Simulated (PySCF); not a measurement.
Consider MgSi (charge −1, quartet).

```xyz
2

Mg    0.0000    0.0000   -1.4709
Si    0.0000    0.0000    1.2611
```

All numbers below come from PBE0/aug-pcseg-1, non-relativistic, at a bond length of 2.732 Å (PySCF 2.14.0).

> What can the converged electron density, electron localisation function and spin density tell about the bonding?

Mg–Si (2.73 Å): ρ is about 0.22 e/Å³ halfway, with its minimum of 0.17 e/Å³ about 1.1 Å from Mg; the ELF peaks at about 0.85 in the valence shell of Si, 1.2 Å from its nucleus, and is about 0.80 at the midpoint.
The unpaired spin (3 electrons) lies mostly on Si2 (about 2.3) and Mg1 (about 0.7), in electrons by Hirshfeld's partition.

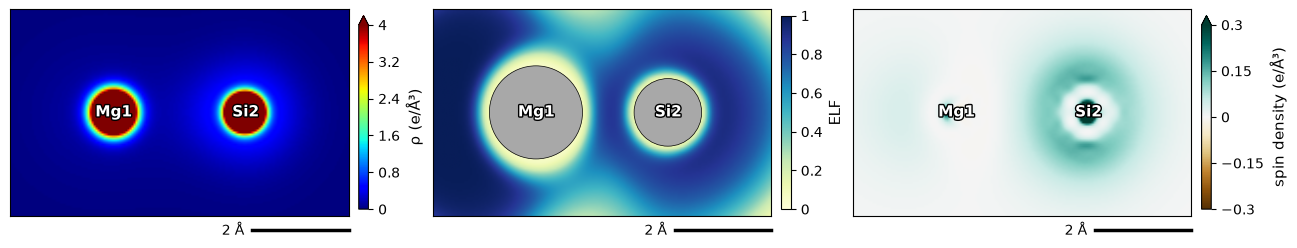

Computed electron density, electron localisation function and spin density on a plane that holds the molecular axis, in this order. Grey discs cover the atomic cores in the ELF map. 
